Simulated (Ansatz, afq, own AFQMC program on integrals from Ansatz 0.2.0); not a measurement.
# AlGeH2 (doublet): quantum Monte Carlo beside coupled cluster at distance Ge1–Al2 = 2.042 Å, cc-pVDZ, part 2 of 2

Ansatz 0.2.0, Gaussian basis, and an in-house AFQMC program (afq) on its integrals; all values are calculated; cc-pVDZ, frozen cores. Earlier steps stand in the parts before.

## 12. Free-projection AFQMC, CISD trial on UHF

It reads the integrals that the CCSD(T) run on this determinant wrote.

Launch:

```sh
$ afq ham --method free --trial cisd --walkers 60 --time-step 0.03 --max-blocks 80 --target-error 0.00036 --factor-cut 1e-05 --seed 9492 --times 0,0.3,0.6,1.2,1.8,2.4,3.6,4.8,6 --taylor-order 8
```

Standard output:

```text
orbitals 36  electrons 5 4  factors 281 of 595
reference energy -2318.31018835 Eh
CCSD correlation -0.14678798 Eh in 23 cycles, weight of the determinant in the CISD state 0.8038
repeat  energy at the last time / Eh  error
    10  -2318.462825  0.001631
    20  -2318.462602  0.001037
    30  -2318.462810  0.000735
    40  -2318.462732  0.000845
    50  -2318.462790  0.000742
    60  -2318.463062  0.000709
    70  -2318.463342  0.000676
    80  -2318.463014  0.000622
time / (1/Eh)  energy / Eh  error  mean overlap
  0.00  -2318.456910  0.000110  1.2441
  0.30  -2318.458742  0.000149  1.2467
  0.60  -2318.459978  0.000148  1.2401
  1.20  -2318.461339  0.000186  1.2222
  1.80  -2318.461869  0.000253  1.2139
  2.40  -2318.462311  0.000301  1.2035
  3.60  -2318.462537  0.000408  1.2187
  4.80  -2318.462335  0.000439  1.2387
  6.00  -2318.463014  0.000622  1.2099
energy -2318.463014 +/- 0.000622 Eh
```

Run time: 3.6 min. Hardware: 1 thread of Arm Neoverse V2, shared host.

Energy -63088.5926 ± 0.0169 eV. Caveats: remainder of the start not in the error; start is not spin pure; error above the target.

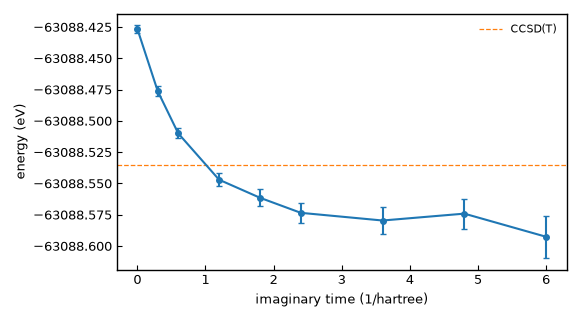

Energy against projection time, with error bars.

## 13. CCSD(T) on ROHF

in.yaml reads:

```yaml
crystal:
  periodic: [false, false, false]
  atoms:
    - {symbol: Ge, position_ang: [0.000000, 0.000000, 0.598715]}
    - {symbol: Al, position_ang: [0.000000, 0.000000, -1.443285]}
    - {symbol: H, position_ang: [0.000000, -1.374627, -2.256363]}
    - {symbol: H, position_ang: [0.000000, 1.374627, -2.256363]}
basis:
  gaussian: {orbitals: cc-pVDZ}
magnetization: {spin_polarized: false, initial_magnetization: 1}
correlation: {method: ccsd_t, electrons: outside_noble_gas, hamiltonian_folder: ham}
```

Launch:

```sh
$ ansatz run in.yaml --threads 1 --pin off --events-out ev --progress --plain --max-ram 1382MiB
```

Standard output (excerpt; [...] marks lines left out):

```text
Functional definition: HF
  name "HF"
  cite "Fock, Z. Phys. 61, 126 (1930) doi:10.1007/BF01340294"
  parent pbe
[...]
595 factors; integrals over basis functions are off by at most 9.3e-4 eV
[...]
mean field -63084.13621865 eV, -2318.2992460720 hartree, gradient 3.1e-6 eV, S^2 0.750000; 13 other end points of the search recorded, 0 dependent functions left out
[...]
determinant -63084.13621865 eV, -2318.2992460720 hartree, with singles and doubles -63088.44236726 eV, -2318.4574941145 hartree
determinant -63083.40114702 eV, -2318.2722326879 hartree, with singles and doubles -63087.81022378 eV, -2318.4342632703 hartree
determinant -63083.31703497 eV, -2318.2691416270 hartree, with singles and doubles -63087.59631165 eV, -2318.4264021447 hartree
determinant -63081.74718341 eV, -2318.2114506465 hartree, with singles and doubles -63085.89705952 eV, -2318.3639557807 hartree
determinant -63081.56836817 eV, -2318.2048793073 hartree, with singles and doubles -63086.36451754 eV, -2318.3811345458 hartree
determinant -63080.68612142 eV, -2318.1724573373 hartree, with singles and doubles -63085.07942102 eV, -2318.3339081197 hartree
unrestricted determinant -63084.43397308 eV, -2318.3101883455 hartree, S^2 1.4055
19 core orbitals not correlated: weight in the atoms' cores, before any rotation towards them, 1.000 or more for the frozen orbitals, at most 0.000 for the correlated occupied ones
reference -63084.13621865 eV, -2318.2992460720 hartree; 5, 4 occupied and 31, 32 virtual orbitals, 595 factors
second order -3.27371275 eV of doubles, -0.04213499 eV of singles
cycle   1  -4.30617833 eV  change   -3.0e-5 eV  update   1.0e-3
[...]
cycle   7  -4.30653305 eV  change   -1.1e-6 eV  update   4.0e-6
perturbative correction -0.10855625 eV, -0.0039893686 hartree
Total energy: -63088.55130795 eV, -2318.4614976110 hartree
```

Wall time 11 s (1 thread of Arm Neoverse V2, shared host).

From the report: correlation -4.4151 eV; T1 0.022; largest double amplitude 0.10.

This run also writes the integrals to the folder ham.

## 14. CCSDT(Q) on ROHF

Changes to in.yaml since step 13:

```diff
@@ -10,2 +10,2 @@
 magnetization: {spin_polarized: false, initial_magnetization: 1}
-correlation: {method: ccsd_t, electrons: outside_noble_gas, hamiltonian_folder: ham}
+correlation: {method: ccsdt_q, electrons: outside_noble_gas}
```

Launched as before.

Standard output (excerpt; [...] marks lines left out):

```text
Functional definition: HF
  name "HF"
  cite "Fock, Z. Phys. 61, 126 (1930) doi:10.1007/BF01340294"
  parent pbe
[...]
1053 factors; integrals over basis functions are off by at most 1.7e-7 eV
[...]
mean field -63084.13629043 eV, -2318.2992487098 hartree, gradient 1.9e-6 eV, S^2 0.750000; 15 other end points of the search recorded, 0 dependent functions left out
[...]
determinant -63084.13629043 eV, -2318.2992487098 hartree, with singles and doubles -63088.44244106 eV, -2318.4574968269 hartree
determinant -63083.40122278 eV, -2318.2722354721 hartree, with singles and doubles -63087.81030006 eV, -2318.4342660737 hartree
determinant -63083.31710174 eV, -2318.2691440807 hartree, with singles and doubles -63087.59638368 eV, -2318.4264047915 hartree
determinant -63081.74725425 eV, -2318.2114532498 hartree, with singles and doubles -63085.89715424 eV, -2318.3639592615 hartree
determinant -63081.56844491 eV, -2318.2048821277 hartree, with singles and doubles -63086.36459776 eV, -2318.3811374938 hartree
determinant -63080.68619764 eV, -2318.1724601385 hartree, with singles and doubles -63085.07950074 eV, -2318.3339110493 hartree
unrestricted determinant -63084.43404679 eV, -2318.3101910545 hartree, S^2 1.4055
19 core orbitals not correlated: weight in the atoms' cores, before any rotation towards them, 1.000 or more for the frozen orbitals, at most 0.000 for the correlated occupied ones
reference -63084.13629043 eV, -2318.2992487098 hartree; 5, 4 occupied and 31, 32 virtual orbitals, 1053 factors
second order -3.27374941 eV of doubles, -0.04213490 eV of singles
cycle   1  -3.99896620 eV  change   -6.8e-1 eV  update   8.1e-2
[...]
cycle  19  -4.44688288 eV  change   -7.3e-7 eV  update   3.9e-7
perturbative correction -0.00584383 eV, -0.0002147569 hartree
Total energy: -63088.58901714 eV, -2318.4628833983 hartree
```

It took 21 s on 1 thread of Arm Neoverse V2, shared host.

From the report: correlation -4.4527 eV; T1 0.024; largest double amplitude 0.13.

## 15. Phaseless AFQMC, CISD trial on ROHF

It reads the integrals that the CCSD(T) run on this determinant wrote.

Launch:

```sh
$ afq ham --method phaseless --trial cisd --walkers 60 --populations 1 --least-time 40 --time-step 0.005 --steps-per-block 50 --equilibration-blocks 28 --max-blocks 300 --target-error 0.00036 --factor-cut 1e-05 --start spin_pure --seed 3115 --release-times 0.24,0.51,0.99,1.62,2.4 --release-step 0.03 --release-every 4 --taylor-order 6
```

Standard output:

```text
orbitals 36  electrons 5 4  factors 281 of 595
reference energy -2318.29924607 Eh
CCSD correlation -0.15826191 Eh in 12 cycles, weight of the determinant in the CISD state 0.8744
energy of the start -2318.457506 Eh
 block  time / (1/Eh)  mean weight  energy / Eh
     1     0.250  1.0004  -2318.455523
     2     0.500  1.0000  -2318.455435
     3     0.750  0.9996  -2318.456127
     4     1.000  0.9982  -2318.457265
     5     1.250  0.9995  -2318.457253
     6     1.500  1.0013  -2318.458330
     7     1.750  0.9997  -2318.458714
     8     2.000  0.9998  -2318.458483
     9     2.250  0.9998  -2318.457781
    10     2.500  1.0009  -2318.459111
    13     3.250  0.9983  -2318.463138
    17     4.250  0.9996  -2318.463729
    21     5.250  0.9989  -2318.463158
    25     6.250  1.0014  -2318.463383
    29     7.250  0.9998  -2318.462985
    33     8.250  1.0012  -2318.466727
    37     9.250  1.0005  -2318.462797
    41    10.250  0.9997  -2318.461470
    45    11.250  1.0008  -2318.466202
    49    12.250  1.0005  -2318.461538
    53    13.250  0.9994  -2318.461686
    57    14.250  1.0014  -2318.460976
    61    15.250  1.0003  -2318.468931
    65    16.250  1.0015  -2318.458235
    69    17.250  0.9992  -2318.460784
    73    18.250  1.0000  -2318.458853
    77    19.250  1.0009  -2318.460329
    81    20.250  0.9985  -2318.463621
    85    21.250  0.9999  -2318.461750
    89    22.250  1.0003  -2318.460893
    93    23.250  0.9993  -2318.460851
    97    24.250  1.0019  -2318.461739
   101    25.250  1.0014  -2318.462987
   105    26.250  1.0005  -2318.461327
   109    27.250  0.9996  -2318.458945
   113    28.250  0.9995  -2318.463626
   117    29.250  1.0005  -2318.461771
   121    30.250  0.9992  -2318.466794
   125    31.250  1.0008  -2318.466278
   129    32.250  0.9996  -2318.459795
   133    33.250  1.0001  -2318.466684
   137    34.250  0.9988  -2318.460598
   141    35.250  0.9993  -2318.464225
   145    36.250  0.9991  -2318.464235
   149    37.250  0.9995  -2318.462670
   153    38.250  1.0012  -2318.463659
   157    39.250  1.0015  -2318.461695
   161    40.250  1.0022  -2318.461231
   165    41.250  0.9997  -2318.458546
   169    42.250  1.0007  -2318.463155
   173    43.250  0.9993  -2318.460249
   177    44.250  0.9997  -2318.466037
   181    45.250  0.9991  -2318.465169
   185    46.250  0.9994  -2318.467827
blocks merged  error / Eh  count
     1  0.000223  160
     2  0.000255  80
     4  0.000295  40
     8  0.000304  20
    16  0.000398  10
released: time / (1/Eh)  energy / Eh  error  mean overlap
  0.24  -2318.462779  0.000366  0.9959
  0.51  -2318.462831  0.000354  1.0143
  0.99  -2318.463343  0.000319  1.0086
  1.62  -2318.463126  0.000417  0.9968
  2.40  -2318.463866  0.000438  0.9719
energy -2318.462555 +/- 0.000304 Eh
```

It took 2.9 min on 1 thread of Arm Neoverse V2, shared host.

Energy -63088.5801 ± 0.0083 eV. Caveats: constraint bias not in the error.

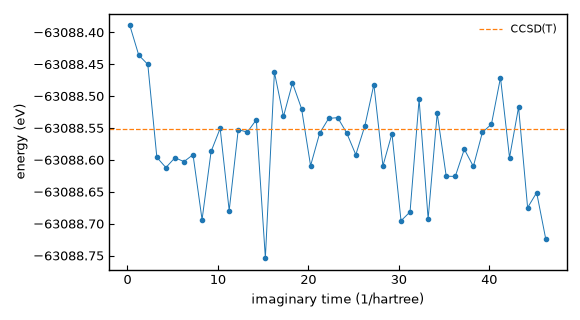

Block energies along the walk.

## 16. Phaseless AFQMC, single-determinant trial on ROHF

It reads the integrals that the CCSD(T) run on this determinant wrote.

Launch:

```sh
$ afq ham --method phaseless --trial hf --walkers 120 --populations 1 --least-time 40 --time-step 0.005 --steps-per-block 20 --equilibration-blocks 112 --max-blocks 600 --target-error 0.00108 --factor-cut 1e-05 --start spin_pure --seed 6469 --taylor-order 6
```

Standard output:

```text
orbitals 36  electrons 5 4  factors 281 of 595
reference energy -2318.29924607 Eh
CCSD correlation -0.15826191 Eh in 12 cycles, weight of the determinant in the CISD state 0.8744
energy of the start -2318.299268 Eh
 block  time / (1/Eh)  mean weight  energy / Eh
     1     0.100  1.0004  -2318.321760
     2     0.200  0.9998  -2318.342060
     3     0.300  1.0003  -2318.357635
     4     0.400  1.0014  -2318.370649
     5     0.500  0.9995  -2318.382113
     6     0.600  1.0002  -2318.394191
     7     0.700  1.0013  -2318.403891
     8     0.800  1.0000  -2318.410433
     9     0.900  1.0012  -2318.412034
    10     1.000  1.0007  -2318.411805
    18     1.800  0.9988  -2318.440504
    35     3.500  0.9984  -2318.456424
    52     5.200  1.0009  -2318.454801
    69     6.900  1.0011  -2318.460610
    86     8.600  1.0008  -2318.476228
   103    10.300  1.0002  -2318.462233
   120    12.000  0.9992  -2318.480316
   137    13.700  1.0009  -2318.470577
   154    15.400  1.0001  -2318.459901
   171    17.100  1.0010  -2318.452608
   188    18.800  0.9996  -2318.450271
   205    20.500  0.9987  -2318.499181
   222    22.200  0.9995  -2318.452714
   239    23.900  1.0000  -2318.430851
   256    25.600  1.0000  -2318.457995
   273    27.300  0.9987  -2318.445193
   290    29.000  1.0009  -2318.473772
   307    30.700  0.9999  -2318.449543
   324    32.400  0.9990  -2318.446361
   341    34.100  1.0002  -2318.473218
   358    35.800  0.9997  -2318.460981
   375    37.500  1.0008  -2318.459469
   392    39.200  1.0000  -2318.461478
   409    40.900  1.0004  -2318.451280
   426    42.600  1.0010  -2318.453697
   443    44.300  0.9992  -2318.469089
   460    46.000  0.9995  -2318.443238
   477    47.700  1.0019  -2318.463529
   494    49.400  1.0004  -2318.483552
   511    51.100  1.0004  -2318.479828
   528    52.800  0.9995  -2318.468104
   545    54.500  0.9995  -2318.457000
   562    56.200  1.0002  -2318.455900
   579    57.900  1.0011  -2318.460292
   596    59.600  1.0006  -2318.462639
   613    61.300  0.9982  -2318.458135
   630    63.000  1.0008  -2318.478679
   647    64.700  0.9984  -2318.447019
   664    66.400  1.0009  -2318.459029
   681    68.100  0.9987  -2318.460089
   698    69.800  1.0013  -2318.454375
blocks merged  error / Eh  count
     1  0.000615  600
     2  0.000823  300
     4  0.001110  150
     8  0.001393  75
    16  0.001481  37
    32  0.001760  18
    64  0.002236  9
energy -2318.459542 +/- 0.001760 Eh
```

Wall time 3.4 min (1 thread of Arm Neoverse V2, shared host).

Energy -63088.4981 ± 0.0479 eV. Caveats: constraint bias not in the error; error above the target. The error still grows with block length (0.0403 to 0.0608 eV), so the bar may be too small.

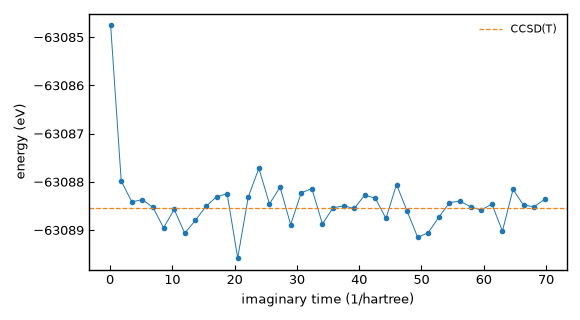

Block energies along the walk.

## 17. Free-projection AFQMC, CISD trial on ROHF

It reads the integrals that the CCSD(T) run on this determinant wrote.

Launch:

```sh
$ afq ham --method free --trial cisd --walkers 60 --time-step 0.03 --max-blocks 80 --target-error 0.00036 --factor-cut 1e-05 --seed 9492 --times 0,0.3,0.6,1.2,1.8,2.4,3.6,4.8,6 --taylor-order 8
```

Standard output:

```text
orbitals 36  electrons 5 4  factors 281 of 595
reference energy -2318.29924607 Eh
CCSD correlation -0.15826191 Eh in 12 cycles, weight of the determinant in the CISD state 0.8744
repeat  energy at the last time / Eh  error
    10  -2318.462357  0.000906
    20  -2318.462279  0.000775
    30  -2318.462316  0.000596
    40  -2318.462394  0.000490
    50  -2318.462381  0.000519
    60  -2318.462631  0.000459
    70  -2318.462384  0.000421
    80  -2318.462323  0.000383
time / (1/Eh)  energy / Eh  error  mean overlap
  0.00  -2318.457462  0.000075  1.1436
  0.30  -2318.459583  0.000089  1.1418
  0.60  -2318.460726  0.000092  1.1417
  1.20  -2318.461899  0.000123  1.1250
  1.80  -2318.462216  0.000143  1.1291
  2.40  -2318.462415  0.000167  1.1335
  3.60  -2318.462622  0.000278  1.1434
  4.80  -2318.462298  0.000349  1.1594
  6.00  -2318.462323  0.000383  1.1783
energy -2318.462323 +/- 0.000383 Eh
```

It took 3.6 min on 1 thread of Arm Neoverse V2, shared host.

Energy -63088.5738 ± 0.0104 eV. Caveats: remainder of the start not in the error.

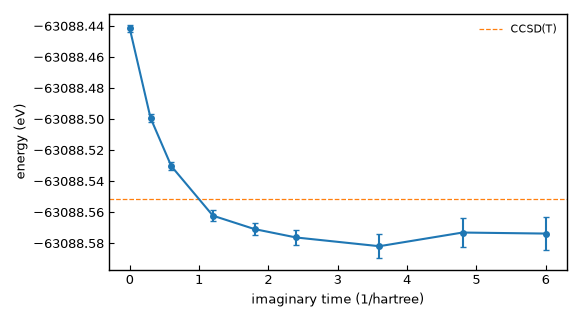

Energy against projection time, with error bars.

## 18. All levels side by side

On the UHF determinant, counted from CCSDT(Q) (a yardstick, not exact):

```csv
level,energy (eV),from CCSDT(Q) (kJ/mol),statistical error (kJ/mol),time
HF,-63084.4340,+401.3,,
MP2,-63087.3946,+115.6,,
CCSD,-63088.4283,+15.9,,
CCSD(T),-63088.5354,+5.6,,
CCSDT(Q),-63088.5931,0.0,,
"Phaseless AFQMC, CISD trial, step 0.005, 60 walkers",-63088.5746,+1.8,1.0,5.1 min
"Phaseless AFQMC, single-determinant trial, step 0.005, 120 walkers",-63088.4199,+16.7,2.8,3 min
"Free-projection AFQMC, CISD trial, step 0.03, 60 walkers",-63088.5926,0.0,1.6,3.6 min
```

On the ROHF determinant, counted from CCSDT(Q) (a yardstick, not exact):

```csv
level,energy (eV),from CCSDT(Q) (kJ/mol),statistical error (kJ/mol),time
HF,-63084.1362,+429.6,,
MP2,-63087.4521,+109.7,,
CCSD,-63088.4428,+14.1,,
CCSD(T),-63088.5513,+3.6,,
CCSDT(Q),-63088.5890,0.0,,
"Phaseless AFQMC, CISD trial, step 0.005, 60 walkers",-63088.5801,+0.9,0.8,2.9 min
"Phaseless AFQMC, single-determinant trial, step 0.005, 120 walkers",-63088.4981,+8.8,4.6,3.4 min
"Free-projection AFQMC, CISD trial, step 0.03, 60 walkers",-63088.5738,+1.5,1.0,3.6 min
```

The functionals' totals stand on their own zeros and serve differences with other points: PBE -63130.832 eV; r2SCAN -63142.190 eV; PBE0 -63133.007 eV; B3LYP -63145.239 eV; wB97M-V -63139.608 eV; B2PLYP -63128.470 eV.

## 19. Results

The summary covers parts 1 to 2.

```
                                                       quantity               value
                                   CCSD(T) on UHF from CCSDT(Q)         +5.6 kJ/mol
               Phaseless AFQMC, CISD trial on UHF from CCSDT(Q)   +1.8 ± 1.0 kJ/mol
 Phaseless AFQMC, single-determinant trial on UHF from CCSDT(Q)  +16.7 ± 2.8 kJ/mol
         Free-projection AFQMC, CISD trial on UHF from CCSDT(Q)    0.0 ± 1.6 kJ/mol
                                  CCSD(T) on ROHF from CCSDT(Q)         +3.6 kJ/mol
              Phaseless AFQMC, CISD trial on ROHF from CCSDT(Q)   +0.9 ± 0.8 kJ/mol
Phaseless AFQMC, single-determinant trial on ROHF from CCSDT(Q)   +8.8 ± 4.6 kJ/mol
        Free-projection AFQMC, CISD trial on ROHF from CCSDT(Q)   +1.5 ± 1.0 kJ/mol
```

On UHF the phaseless walk with the CISD trial lies +1.8 kJ/mol from CCSDT(Q), within three error bars. A single-determinant trial moves the result by +14.9 kJ/mol. Free projection has no constraint; at the last time it gives 0.0 ± 1.6 kJ/mol, and from a start that isn't spin pure other spins can mix in. On ROHF the phaseless walk with the CISD trial lies +0.9 kJ/mol from CCSDT(Q), within three error bars. Free projection has no constraint; at the last time it gives +1.5 ± 1.0 kJ/mol. Error bars are statistical and leave out the constraint, the time step and what remains of the start.
